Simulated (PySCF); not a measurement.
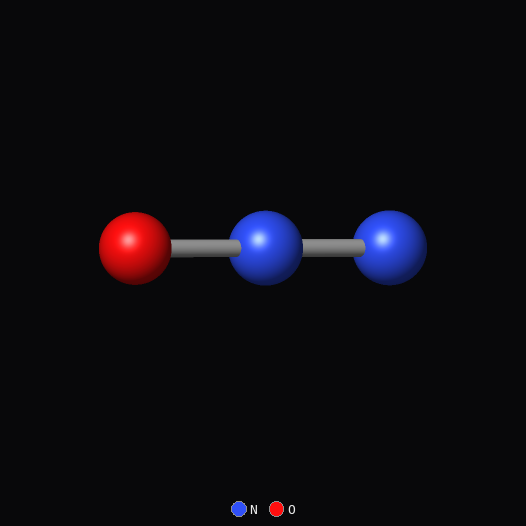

The computed structure is the end point of a PBE0-D3(BJ)/def2-TZVP optimisation. No frequency run is at hand to confirm it as a minimum. Program: PySCF 2.14.0.

Tabulate HOMO energy (eV), dipole (D), HOMO–LUMO gap (eV) at these levels: B97-2/pcSseg-2; CAM-B3LYP/aug-cc-pVTZ; KT3/pcSseg-2; PBE0/aug-cc-pVTZ; PBE0/pcSseg-2; WP04/pcSseg-2 in chloroform (IEF-PCM); ωB97X-D/aug-cc-pVTZ; ωB97X-D/pcSseg-2; ωB97X-D/pcSseg-2 in chloroform (IEF-PCM).

```json
{"level": "B97-2/pcSseg-2", "HOMO energy (eV)": "−9.58", "dipole (D)": "0.04", "HOMO–LUMO gap (eV)": "9.22"}
{"level": "CAM-B3LYP/aug-cc-pVTZ", "HOMO energy (eV)": "−11.28", "dipole (D)": "0.11", "HOMO–LUMO gap (eV)": "12.02"}
{"level": "KT3/pcSseg-2", "HOMO energy (eV)": "−8.48", "dipole (D)": "0.08", "HOMO–LUMO gap (eV)": "7.13"}
{"level": "PBE0/aug-cc-pVTZ", "HOMO energy (eV)": "−9.85", "dipole (D)": "0.03", "HOMO–LUMO gap (eV)": "9.54"}
{"level": "PBE0/pcSseg-2", "HOMO energy (eV)": "−9.86", "dipole (D)": "0.05", "HOMO–LUMO gap (eV)": "9.61"}
{"level": "WP04/pcSseg-2 in chloroform (IEF-PCM)", "HOMO energy (eV)": "−10.98", "dipole (D)": "0.13", "HOMO–LUMO gap (eV)": "8.19"}
{"level": "ωB97X-D/aug-cc-pVTZ", "HOMO energy (eV)": "−11.70", "dipole (D)": "0.07", "HOMO–LUMO gap (eV)": "13.23"}
{"level": "ωB97X-D/pcSseg-2", "HOMO energy (eV)": "−11.71", "dipole (D)": "0.09", "HOMO–LUMO gap (eV)": "13.34"}
{"level": "ωB97X-D/pcSseg-2 in chloroform (IEF-PCM)", "HOMO energy (eV)": "−11.58", "dipole (D)": "0.11", "HOMO–LUMO gap (eV)": "13.34"}
```
